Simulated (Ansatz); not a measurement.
C2H3ClFIn

The calculation's input:

```
crystal:
  periodic: [false, false, false]
  atoms:
    - {symbol: C, position_ang: [1.457993, 1.765648, 1.094879]}
    - {symbol: C, position_ang: [0.826952, 0.586000, 1.090179]}
    - {symbol: Cl, position_ang: [-2.078306, -1.701164, 2.811005]}
    - {symbol: F, position_ang: [-1.197213, 1.627704, 3.763149]}
    - {symbol: In, position_ang: [-0.734820, 0.201757, 2.487999]}
    - {symbol: H, position_ang: [1.208748, 2.567132, 1.798378]}
    - {symbol: H, position_ang: [2.264674, 1.982999, 0.382918]}
    - {symbol: H, position_ang: [1.098984, -0.196213, 0.374006]}
basis:
  gaussian:
    orbitals: def2-TZVPD
output: {forces: true, orbitals: {seedname: orbitals}}
hamiltonian:
  xc: pbe0
```

Launched as:

```sh
ansatz run input.yaml --threads 2 --pin off --max-ram 4350MiB --events-out events.jsonl --progress --plain --runs-dir runs
```

Geometry: B3LYP-D3(BJ)/def2-SVP; core potentials replace the inner electrons of In.

All numbers below come from isolated molecule in a Gaussian basis; Kohn-Sham density functional theory, functional PBE0 in Ansatz.

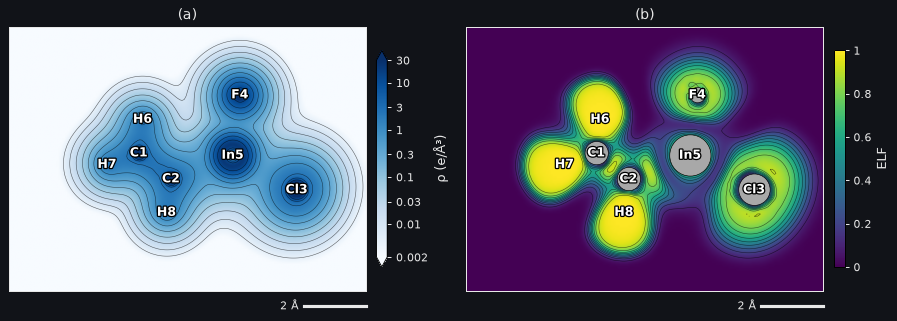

Figure 1. (a) electron density; (b) ELF on the molecular plane. Grey discs cover the atomic cores in the ELF map.

### Interpret the plot.

The section cuts through C, Cl, F, In and H sites.
C–C (1.34 Å): ρ at the midpoint is about 2.3 e/Å³; the ELF peaks at about 0.95 between the atoms; a short, multiple covalent bond.
In–F (1.97 Å): ρ is about 0.76 e/Å³ halfway; the ELF peaks at about 0.80 in the valence shell of F, 0.5 Å from its nucleus, and drops to about 0.15 between the two atoms.
C–In (2.13 Å): ρ at the midpoint is about 0.71 e/Å³; the ELF peaks at about 0.90 in the valence shell of C, 0.7 Å from its nucleus, and drops to about 0.20 between the two atoms.
In–Cl (2.35 Å): ρ is about 0.57 e/Å³ halfway; the ELF peaks at about 0.80 in the valence shell of Cl, 0.8 Å from its nucleus, and drops to about 0.15 between the two atoms.
C–H (1.09 Å): the density is about 2 e/Å³ at the midpoint; the ELF climbs to about 1 towards the hydrogen, as it does in any bond to H: an ordinary covalent bond to hydrogen.
The ELF also peaks beside Cl3 and F4, away from the bonds: lone-pair regions.

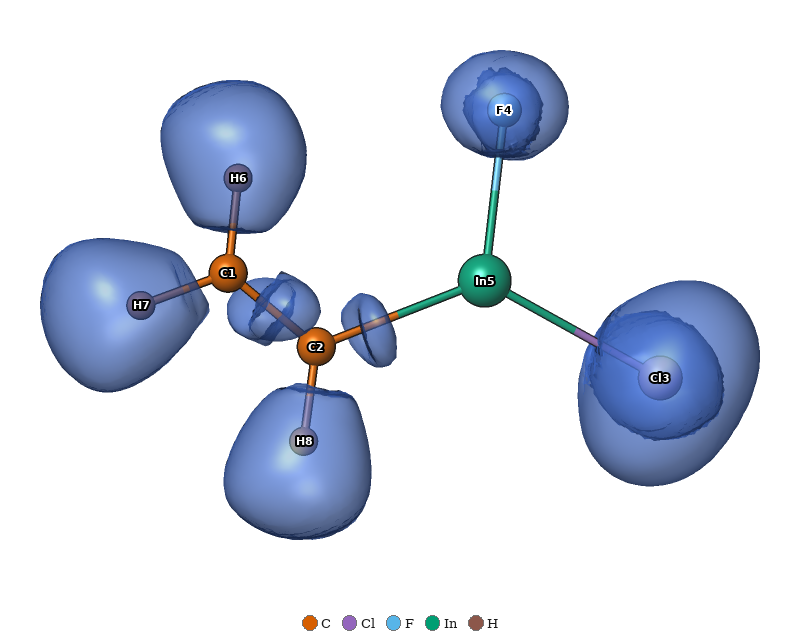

Figure 2. Isosurface of the electron localisation function at 0.8 (blue), seen at a tilt. Only the valence region is drawn (cores and ρ < 0.01 e/Å³ removed).

### What do the ELF domains correspond to?

At this value the surface marks out one region between bonded C–C atoms (shared pairs), three regions around hydrogen nuclei, one lobe of the valence shell of C pointing towards In (polar bonds), one region wrapped around Cl (its valence shell) and one region wrapped around F (its valence shell).

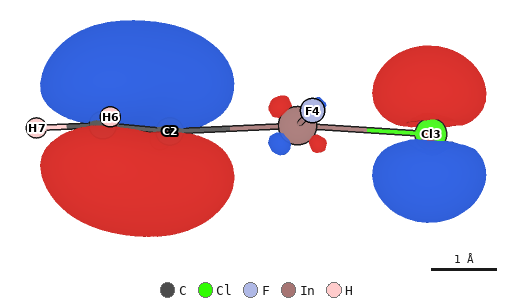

Figure 3. The HOMO−1 at ±0.1 Å⁻³ᐟ² (blue and red are the two phases), seen from one side.

### Describe this orbital and give its energy.

By Hirshfeld shares it lies mainly on C2 (about 35 %), C1 (about 35 %) and Cl3 (about 15 %); it changes sign across the molecular plane (π type); π-bonding across C1–C2. Its energy is −8.88 eV.
